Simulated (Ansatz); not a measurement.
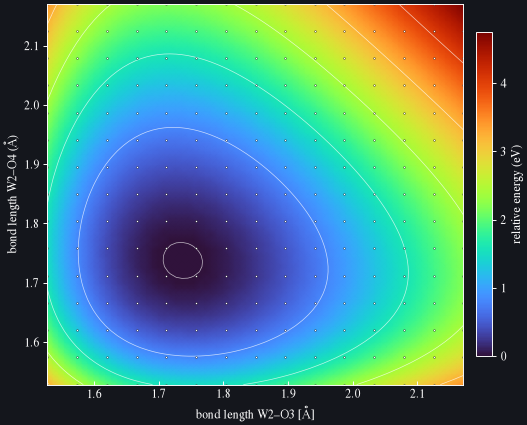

O3W, SMILES [O]=[W](=[O])=[O]. 
- The first coordinate is: bond length W2–O3; the second: bond length W2–O4.
- Nothing is relaxed (all other coordinates rigid).
- Grid: 15 × 15 points; 120 points were computed and 105 follow by symmetry.
- Points are written as (first, second).
- All energies are given in eV relative to the lowest grid point.
- These are results of Ansatz, RKS PBE-D4/def2-TZVP, not measurements.

The picture shows a smooth colour map with a few white contour lines, dots at the grid points. Between grid points the surface is interpolated.

The lowest grid point is at (1.758 Å, 1.758 Å). No other kind of well shows on this grid. The highest grid point, (2.171 Å, 2.171 Å), lies 4.75 eV above the lowest. Round the minimum the two coordinates are weakly coupled (coupling 0.08 in units of the two stiffnesses).

The level of theory is changed to RKS PBE0-D4/def2-TZVP in Ansatz; with it change the reference geometry, relaxed at the new level; the new grid has 15 × 15 points, laid about the new relaxed structure.

What does this change do to the map?

Answer. The minimum (interpolated where it lies between grid points) moves from about (1.737 Å, 1.737 Å) to about (1.716 Å, 1.716 Å). The curvature at the minimum changes from about 48 to 54 eV/Å² along bond length W2–O3 and from about 48 to 54 eV/Å² along bond length W2–O4.

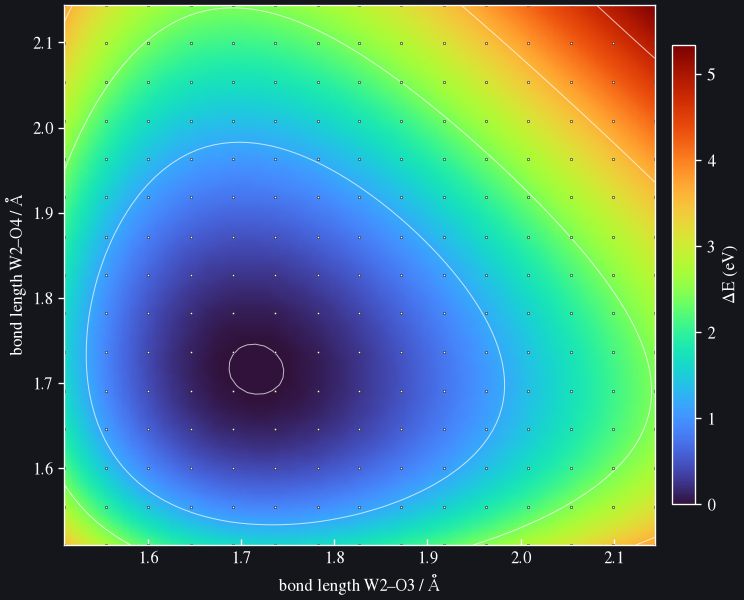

The map after the change, on a colour scale of its own. Drawn: a smooth colour map with a few white contour lines, dots at the grid points. Between grid points the surface is interpolated.
